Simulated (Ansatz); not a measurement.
**SiPH₃ (quintet): from Hartree-Fock to the top rungs, cc-pVTZ**

How much of the correlation energy of SiPH₃ (quintet) does each wave-function method recover here?

Method: cc-pVTZ, core rule «outside noble gas», up to 10 orbitals frozen; program: Ansatz 0.2.0, Gaussian basis.

To be run: UHF; CCSD(T) on ROHF; CCSD(T) on UHF; BCCD(T) on ROHF; CCSDT(Q) on ROHF; CCSDT(Q) on UHF; CASSCF and NEVPT2, 12 electrons in 11 orbitals.

9 further runs of the same task are left out: 3 for a known fault of the program, 6 set aside as unsound or not needed.

**1. The geometry**

The geometry is a PBE0/def2-TZVP stationary point (not a proven minimum) of the parent state, kept for this charge and spin.

5 atoms, charge 0, spin multiplicity 5.

Atoms are counted from 1 here; the program's logs count them from 0.

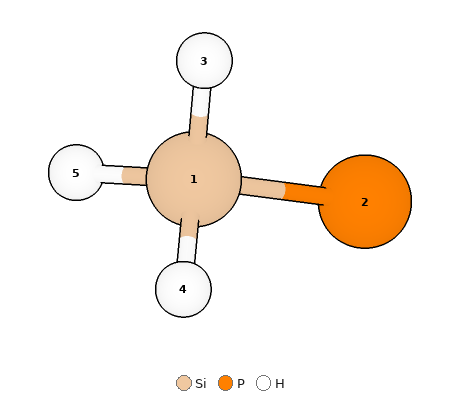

The structure; silicon light orange, phosphorus orange, hydrogen white; atoms are numbered from 1 in the order of the file.

As a file:

```xyz
5

Si   -1.0950   -0.0080    0.0023
P     1.1500    0.0085   -0.0025
H    -1.6191    1.3853    0.0058
H    -1.6011   -0.7124    1.2123
H    -1.6063   -0.7084   -1.2077
```

In the tables R marks a restricted open-shell determinant and U an unrestricted one; 'valence' is the active space of 12 electrons in 11 orbitals; energies count from the table's Hartree-Fock row.

**2. UHF**

Contents of in.yaml:

```yaml
crystal:
  periodic: [false, false, false]
  atoms:
    - {symbol: Si, position_ang: [-1.095022, -0.008048, 0.002339]}
    - {symbol: P, position_ang: [1.149978, 0.008452, -0.002457]}
    - {symbol: H, position_ang: [-1.619119, 1.385319, 0.005761]}
    - {symbol: H, position_ang: [-1.601124, -0.712390, 1.212266]}
    - {symbol: H, position_ang: [-1.606323, -0.708402, -1.207717]}
basis:
  gaussian: {orbitals: cc-pVTZ}
magnetization: {spin_polarized: true, initial_magnetization: 4}
hamiltonian: {xc: hf}
output: {orbitals: {seedname: orbitals}}
```

Launch:

```console
$ ansatz run in.yaml --threads 1 --pin off --events-out ev --progress --plain --max-ram 4096MiB --backend cpu
```

The log of the run:

```text
Functional definition: HF
  name "HF"
  cite "Fock, Z. Phys. 61, 126 (1930) doi:10.1007/BF01340294"
  parent pbe
  exchange = exact_x
  correlation = 0
893 factors; their error is unknown
mean field evaluation 1: about -17173.8921 eV, gradient 9.1e0 eV
mean field evaluation 2: about -17174.9754 eV, gradient 3.3e0 eV
mean field evaluation 4: about -17175.2175 eV, gradient 8.1e-1 eV
mean field evaluation 8: about -17175.2615 eV, gradient 9.5e-2 eV
mean field evaluation 16: about -17175.0912 eV, gradient 4.1e0 eV
mean field evaluation 32: about -17172.0402 eV, gradient 1.6e1 eV
mean field evaluation 64: about -17175.2451 eV, gradient 4.8e-1 eV
mean field -17175.81536491 eV, -631.1995724747 hartree, gradient 1.4e-5 eV, S^2 6.006609; 1 other end points of the search recorded, 0 dependent functions left out
reference -17175.81536491 eV, -631.1995724747 hartree; 18, 14 occupied and 92, 96 virtual orbitals, 893 factors
Total energy: -17175.81536491 eV, -631.1995724747 hartree
```

It took 3.5 s on 1 thread of AMD EPYC 7R13, shared host.

From the report: ⟨S²⟩ of the determinant 6.007 (pure quintet: 6.00).

**3. CCSD(T) on ROHF**

Changes to in.yaml since step 2:

```diff
@@ -10,4 +10,3 @@
   gaussian: {orbitals: cc-pVTZ}
-magnetization: {spin_polarized: true, initial_magnetization: 4}
-hamiltonian: {xc: hf}
-output: {orbitals: {seedname: orbitals}}
+magnetization: {spin_polarized: false, initial_magnetization: 4}
+correlation: {method: ccsd_t, electrons: outside_noble_gas}
```

Launch:

```console
$ ansatz run in.yaml --threads 2 --pin off --events-out ev --progress --plain --max-ram 24576MiB --backend cuda --devices 0, --max-vram 18GiB
```

The log of the run, shortened:

```text
Functional definition: HF
  name "HF"
  cite "Fock, Z. Phys. 61, 126 (1930) doi:10.1007/BF01340294"
  parent pbe
[...]
629 factors; integrals over basis functions are off by at most 6.4e-4 eV
[...]
mean field -17175.74461311 eV, -631.1969723941 hartree, gradient 1.8e-6 eV, S^2 6.000000; 7 other end points of the search recorded, 0 dependent functions left out
[...]
determinant -17175.74461311 eV, -631.1969723941 hartree, with singles and doubles -17183.09385237 eV, -631.4670519553 hartree
determinant -17174.45979575 eV, -631.1497562269 hartree, with singles and doubles -17181.77801904 eV, -631.4186959722 hartree
determinant -17173.70283064 eV, -631.1219382720 hartree, with singles and doubles -17181.22179855 eV, -631.3982552463 hartree
determinant -17172.33745969 eV, -631.0717618152 hartree, with singles and doubles -17180.14305703 eV, -631.3586122268 hartree
10 core orbitals not correlated: weight in the atoms' cores, before any rotation towards them, 1.000 or more for the frozen orbitals, at most 0.000 for the correlated occupied ones
reference -17175.74461311 eV, -631.1969723941 hartree; 8, 4 occupied and 92, 96 virtual orbitals, 629 factors
second order -6.06880042 eV of doubles, -0.04456177 eV of singles
cycle   1  -7.21855625 eV  change   -5.1e-1 eV  update   2.3e-2
[...]
cycle  11  -7.24281261 eV  change   -7.6e-7 eV  update   6.9e-6
perturbative correction -0.29776966 eV, -0.0109428332 hartree
Total energy: -17183.28519539 eV, -631.4740836814 hartree
```

Run time: 12 s. Hardware: 1 × H100 (card shared with other runs) with 2 threads of AMD EPYC 7R13, shared host; peak host memory 0.81 GiB.

From the report: correlation -7.5406 eV; T1 0.033; largest double amplitude 0.03.

**4. CCSD(T) on UHF**

Changes to in.yaml since step 3:

```diff
@@ -10,3 +10,3 @@
   gaussian: {orbitals: cc-pVTZ}
-magnetization: {spin_polarized: false, initial_magnetization: 4}
+magnetization: {spin_polarized: true, initial_magnetization: 4}
 correlation: {method: ccsd_t, electrons: outside_noble_gas}
```

Launched as before.

The log of the run, shortened:

```text
Functional definition: HF
  name "HF"
  cite "Fock, Z. Phys. 61, 126 (1930) doi:10.1007/BF01340294"
  parent pbe
[...]
629 factors; integrals over basis functions are off by at most 6.4e-4 eV
[...]
mean field -17175.81586219 eV, -631.1995907495 hartree, gradient 1.9e-6 eV, S^2 6.006609; 8 other end points of the search recorded, 0 dependent functions left out
determinant -17175.81586219 eV, -631.1995907495 hartree, with singles and doubles -17183.09191107 eV, -631.4669806137 hartree
determinant -17174.54841708 eV, -631.1530130006 hartree, with singles and doubles -17181.77889834 eV, -631.4187282860 hartree
determinant -17173.79118912 eV, -631.1251853863 hartree, with singles and doubles -17181.22647073 eV, -631.3984269458 hartree
determinant -17172.74610071 eV, -631.0867790957 hartree, with singles and doubles -17180.19906771 eV, -631.3606705811 hartree
determinant -17172.49864342 eV, -631.0776852080 hartree, with singles and doubles -17179.88004796 eV, -631.3489468217 hartree
10 core orbitals not correlated: weight in the atoms' cores, before any rotation towards them, 1.000 or more for the frozen orbitals, at most 0.000 for the correlated occupied ones
reference -17175.81586219 eV, -631.1995907495 hartree; 8, 4 occupied and 92, 96 virtual orbitals, 629 factors
second order -6.02282502 eV of doubles, -0.00000000 eV of singles
cycle   1  -7.15025808 eV  change   -5.0e-1 eV  update   2.3e-2
[...]
cycle  10  -7.17540630 eV  change    8.1e-6 eV  update   1.5e-5
perturbative correction -0.29602469 eV, -0.0108787067 hartree
Total energy: -17183.28729318 eV, -631.4741607739 hartree
```

Wall time 9 s (1 × H100 (card shared with other runs) with 2 threads of AMD EPYC 7R13, shared host); peak host memory 0.81 GiB.

From the report: ⟨S²⟩ of the determinant 6.007 (pure quintet: 6.00); correlation -7.4714 eV; T1 0.033; largest double amplitude 0.03.

**5. BCCD(T) on ROHF**

Changes to in.yaml since step 4:

```diff
@@ -10,3 +10,3 @@
   gaussian: {orbitals: cc-pVTZ}
-magnetization: {spin_polarized: true, initial_magnetization: 4}
-correlation: {method: ccsd_t, electrons: outside_noble_gas}
+magnetization: {spin_polarized: false, initial_magnetization: 4}
+correlation: {method: bccd_t, electrons: outside_noble_gas}
```

Same command.

The log of the run, shortened:

```text
Functional definition: HF
  name "HF"
  cite "Fock, Z. Phys. 61, 126 (1930) doi:10.1007/BF01340294"
  parent pbe
[...]
629 factors; integrals over basis functions are off by at most 6.4e-4 eV
[...]
mean field -17175.74461311 eV, -631.1969723941 hartree, gradient 1.8e-6 eV, S^2 6.000000; 7 other end points of the search recorded, 0 dependent functions left out
[...]
determinant -17175.74461311 eV, -631.1969723941 hartree, with singles and doubles -17183.09385237 eV, -631.4670519553 hartree
determinant -17174.45979575 eV, -631.1497562269 hartree, with singles and doubles -17181.77801904 eV, -631.4186959722 hartree
determinant -17173.70283064 eV, -631.1219382720 hartree, with singles and doubles -17181.22179855 eV, -631.3982552463 hartree
determinant -17172.33745969 eV, -631.0717618152 hartree, with singles and doubles -17180.14305703 eV, -631.3586122268 hartree
10 core orbitals not correlated: weight in the atoms' cores, before any rotation towards them, 1.000 or more for the frozen orbitals, at most 0.000 for the correlated occupied ones
reference -17175.74461311 eV, -631.1969723941 hartree; 8, 4 occupied and 92, 96 virtual orbitals, 629 factors
second order -6.06880042 eV of doubles, -0.04456177 eV of singles
cycle   1  -7.22357579 eV  change   -5.1e-1 eV  update   2.5e-2
[...]
cycle  11  -7.23547062 eV  change   -1.1e-5 eV  update   1.1e-5
perturbative correction -0.30866325 eV, -0.0113431651 hartree
Total energy: -17183.28874698 eV, -631.4742142000 hartree
```

Wall time 7.5 s (1 × H100 (card shared with other runs) with 2 threads of AMD EPYC 7R13, shared host); peak host memory 0.81 GiB.

From the report: correlation -7.5441 eV; largest double amplitude 0.03.

**6. CCSDT(Q) on ROHF**

Changes to in.yaml since step 5:

```diff
@@ -11,2 +11,2 @@
 magnetization: {spin_polarized: false, initial_magnetization: 4}
-correlation: {method: bccd_t, electrons: outside_noble_gas}
+correlation: {method: ccsdt_q, electrons: outside_noble_gas}
```

Launched as before.

The log of the run, shortened:

```text
Functional definition: HF
  name "HF"
  cite "Fock, Z. Phys. 61, 126 (1930) doi:10.1007/BF01340294"
  parent pbe
[...]
1358 factors; integrals over basis functions are off by at most 1.7e-7 eV
[...]
mean field -17175.74463670 eV, -631.1969732608 hartree, gradient 7.1e-6 eV, S^2 6.000000; 8 other end points of the search recorded, 0 dependent functions left out
[...]
determinant -17175.74463670 eV, -631.1969732608 hartree, with singles and doubles -17183.09506494 eV, -631.4670965163 hartree
determinant -17174.45987966 eV, -631.1497593103 hartree, with singles and doubles -17181.77918908 eV, -631.4187389706 hartree
determinant -17174.45808989 eV, -631.1496935378 hartree, with singles and doubles -17181.78517454 eV, -631.4189589320 hartree
determinant -17173.70290909 eV, -631.1219411551 hartree, with singles and doubles -17181.22314287 eV, -631.3983046491 hartree
determinant -17172.33753791 eV, -631.0717646899 hartree, with singles and doubles -17180.14986347 eV, -631.3588623588 hartree
10 core orbitals not correlated: weight in the atoms' cores, before any rotation towards them, 1.000 or more for the frozen orbitals, at most 0.000 for the correlated occupied ones
reference -17175.74463670 eV, -631.1969732608 hartree; 8, 4 occupied and 92, 96 virtual orbitals, 1358 factors
second order -6.06881337 eV of doubles, -0.04456177 eV of singles
cycle   1  -6.90239239 eV  change   -7.9e-1 eV  update   8.9e-2
[...]
cycle  20  -7.59096978 eV  change    2.6e-7 eV  update   1.2e-6
perturbative correction -0.01484965 eV, -0.0005457146 hartree
Total energy: -17183.35045613 eV, -631.4764819695 hartree
```

It took 48 s on 1 × H100 (card shared with other runs) with 2 threads of AMD EPYC 7R13, shared host; peak host memory 1.2 GiB.

From the report: correlation -7.6058 eV; T1 0.037; largest double amplitude 0.04.

**7. CCSDT(Q) on UHF**

Changes to in.yaml since step 6:

```diff
@@ -10,3 +10,3 @@
   gaussian: {orbitals: cc-pVTZ}
-magnetization: {spin_polarized: false, initial_magnetization: 4}
+magnetization: {spin_polarized: true, initial_magnetization: 4}
 correlation: {method: ccsdt_q, electrons: outside_noble_gas}
```

Launched as before.

The log of the run, shortened:

```text
Functional definition: HF
  name "HF"
  cite "Fock, Z. Phys. 61, 126 (1930) doi:10.1007/BF01340294"
  parent pbe
[...]
1358 factors; integrals over basis functions are off by at most 1.7e-7 eV
[...]
mean field -17175.81588587 eV, -631.1995916196 hartree, gradient 3.0e-6 eV, S^2 6.006609; 10 other end points of the search recorded, 0 dependent functions left out
determinant -17175.81588587 eV, -631.1995916196 hartree, with singles and doubles -17183.09335483 eV, -631.4670336710 hartree
determinant -17174.55333713 eV, -631.1531938091 hartree, with singles and doubles -17181.78708187 eV, -631.4190290252 hartree
determinant -17174.54850130 eV, -631.1530160956 hartree, with singles and doubles -17181.78028086 eV, -631.4187790927 hartree
determinant -17173.79127339 eV, -631.1251884831 hartree, with singles and doubles -17181.22765654 eV, -631.3984705234 hartree
determinant -17172.74616432 eV, -631.0867814333 hartree, with singles and doubles -17180.19933853 eV, -631.3606805335 hartree
determinant -17172.63925331 eV, -631.0828525263 hartree, with singles and doubles -17180.00084962 eV, -631.3533862009 hartree
determinant -17172.49874059 eV, -631.0776887790 hartree, with singles and doubles -17179.88168708 eV, -631.3490070581 hartree
10 core orbitals not correlated: weight in the atoms' cores, before any rotation towards them, 1.000 or more for the frozen orbitals, at most 0.000 for the correlated occupied ones
reference -17175.81588587 eV, -631.1995916196 hartree; 8, 4 occupied and 92, 96 virtual orbitals, 1358 factors
second order -6.02283703 eV of doubles, -0.00000000 eV of singles
cycle   1  -6.82062903 eV  change   -8.0e-1 eV  update   9.0e-2
[...]
cycle  20  -7.52246232 eV  change    3.1e-7 eV  update   1.2e-6
perturbative correction -0.01536284 eV, -0.0005645739 hartree
Total energy: -17183.35371103 eV, -631.4766015850 hartree
```

Wall time 37 s (1 × H100 (card shared with other runs) with 2 threads of AMD EPYC 7R13, shared host); peak host memory 1.1 GiB.

From the report: ⟨S²⟩ of the determinant 6.007 (pure quintet: 6.00); correlation -7.5378 eV; T1 0.037; largest double amplitude 0.04.

**8. CASSCF and NEVPT2, 12 electrons in 11 orbitals**

Changes to in.yaml since step 7:

```diff
@@ -10,3 +10,3 @@
   gaussian: {orbitals: cc-pVTZ}
-magnetization: {spin_polarized: true, initial_magnetization: 4}
-correlation: {method: ccsdt_q, electrons: outside_noble_gas}
+magnetization: {spin_polarized: false, initial_magnetization: 4}
+correlation: {method: sc_nevpt2, electrons: outside_noble_gas, active_space: {window: {electrons: 12, orbitals: 11}, shells: [{species: H, l: s, shell: 1}, {species: P, l: s, shell: 3}, {species: P, l: p, shell: 3}, {species: Si, l: s, shell: 3}, {species: Si, l: p, shell: 3}]}}
```

The command is unchanged.

The log of the run:

```text
Functional definition: HF
  name "HF"
  cite "Fock, Z. Phys. 61, 126 (1930) doi:10.1007/BF01340294"
  parent pbe
  exchange = exact_x
  correlation = 0
1358 factors; integrals over basis functions are off by at most 1.7e-7 eV
mean field evaluation 1: about -17173.9739 eV, gradient 1.2e1 eV
mean field evaluation 2: about -17173.9870 eV, gradient 1.2e1 eV
mean field evaluation 4: about -17175.6387 eV, gradient 1.8e0 eV
mean field evaluation 8: about -17175.7437 eV, gradient 2.1e-1 eV
mean field evaluation 16: about -17174.9956 eV, gradient 4.7e0 eV
mean field evaluation 32: about -17175.4810 eV, gradient 5.5e0 eV
mean field -17175.74463670 eV, -631.1969732608 hartree, gradient 7.1e-6 eV, S^2 6.000000; 5 other end points of the search recorded, 0 dependent functions left out
reference -17175.74463670 eV, -631.1969732608 hartree; 18, 14 occupied and 92, 96 virtual orbitals, 1358 factors
state -17177.03480885 eV, -631.2443862128 hartree
state -17177.03480885 eV, -631.2443862128 hartree; corrected -17181.71907646 eV, -631.4165298724 hartree
Total energy: -17181.71907646 eV, -631.4165298724 hartree
Checks for a lower state left out: starts, orbital_swaps
```

Wall time 9.5 s (1 × H100 (card shared with other runs) with 2 threads of AMD EPYC 7R13, shared host); peak host memory 0.82 GiB.

From the report: 27,280 determinants; active occupations 2.00, 1.98, 1.97, 1.97, 1.00, 1.00, 1.00, 1.00, 0.03, 0.02, 0.02.

**9. How many determinants matter**

Natural occupations of the CASSCF valence state about the gap (report; correlated orbitals 3 to 11): 1.972, 1.972, 1.004, 1.001, 1.001, 0.999, 0.026, 0.022, 0.022. The count of effectively unpaired electrons, Σ n²(2 − n)², is 4.01; a single determinant of this spin has 4.

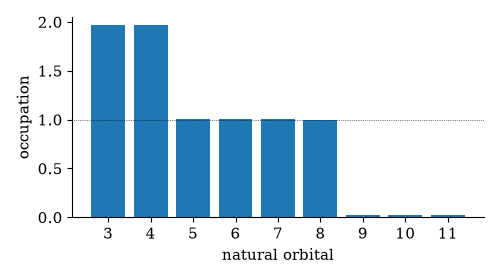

Natural occupations of the CASSCF valence state.

**10. All levels against the top one**

The yardstick is UCCSDT(Q), where the cluster series has nearly closed. Rows without a time come out of other runs: HF, MP2 and CCSD of CCSD(T), CCSDT of CCSDT(Q), CASSCF and MRCISD of the multireference runs.

```csv
method,energy from the lowest ROHF (kcal/mol),from UCCSDT(Q) (kcal/mol),time
ROHF,0.00,+175.47,
UHF,-1.64,+173.83,
RMP2,-140.98,+34.49,
UMP2,-140.53,+34.94,
RCCSD,-167.02,+8.45,
UCCSD,-167.11,+8.36,
RCCSD(T),-173.89,+1.58,12 s
UCCSD(T),-173.94,+1.53,9 s
BCCD(T),-173.97,+1.50,7.5 s
RCCSDT,-175.05,+0.42,
UCCSDT,-175.12,+0.35,
RCCSDT(Q),-175.39,+0.08,48 s
UCCSDT(Q),-175.47,0,37 s
CASSCF valence,-29.75,+145.72,
NEVPT2 valence,-137.77,+37.70,9.5 s
```

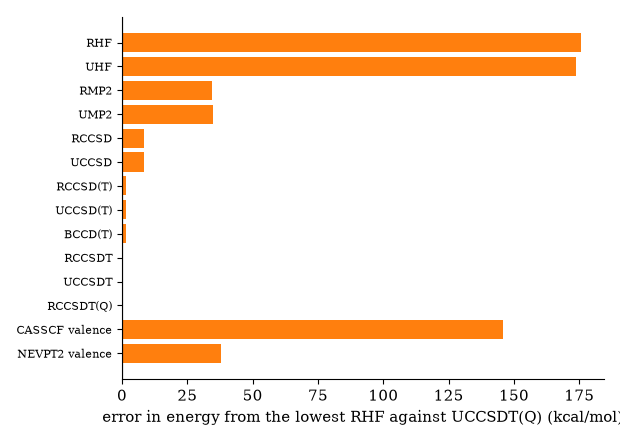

Deviations from UCCSDT(Q), method by method.

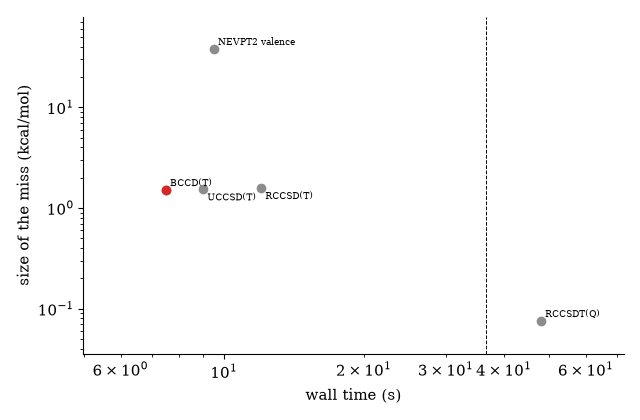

Miss against cost. Red marks the levels that no quicker level drawn beats (of those quicker than the yardstick), and the dashed line is the time of UCCSDT(Q). Times are from a shared host.

**11. Summary of results**

| quantity | value |
| --- | --- |
| UCCSDT(Q) from the ROHF energy | -7.6091 eV |
| RMP2 from UCCSDT(Q) | +34.49 kcal/mol |
| UMP2 from UCCSDT(Q) | +34.94 kcal/mol |
| RCCSD from UCCSDT(Q) | +8.45 kcal/mol |
| RCCSD(T) from UCCSDT(Q) | +1.58 kcal/mol |
| UCCSD(T) from UCCSDT(Q) | +1.53 kcal/mol |
| RCCSDT(Q) from UCCSDT(Q) | +0.08 kcal/mol |
| NEVPT2 valence from UCCSDT(Q) | +37.70 kcal/mol |
| levels within 1 kcal/mol (43 meV) | RCCSDT, UCCSDT, RCCSDT(Q) |
| T1 diagnostic | 0.033 |
| effectively unpaired electrons | 4.01 |

What this shows: RCCSD(T) lands +1.58 kcal/mol from the yardstick (0.9 % of the correlation energy). One determinant dominates. These misses are within one basis, not against nature; the frozen cores of restricted and unrestricted runs differ, which can shift their rows.

For cost: BCCD(T) gets within 1.50 kcal/mol in 7.5 s, where UCCSDT(Q) took 37 s.
